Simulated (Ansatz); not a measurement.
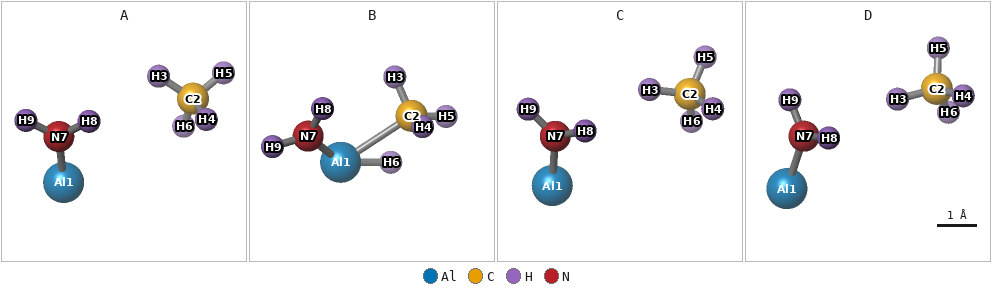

4 geometries from a converged minimum-energy path of CH₆AlN, shuffled. A ball-and-stick model, seen at a tilt.

All numbers below come from RKS PBE0/def2-SVP in Ansatz 0.2.0. Settings: 7 movable images; climbing image; force threshold 0.05 eV/Å; iteration limit 60; starting path through a guess of the saddle point.

Which of them lies highest in energy?

B. In order along the path, whose images run from 0 to 8: B (image 2, +3.36 eV), A (image 5, +0.89 eV), C (image 6, +0.87 eV), D (image 7, +0.85 eV). Breaking: Al1–C2 (1.96 → 2.22 at the top → 4.92 Å), Al1–H6 (1.59 → 1.58 at the top → 5.18 Å). Forming: C2–H6 (3.13 → 1.72 at the top → 1.10 Å).
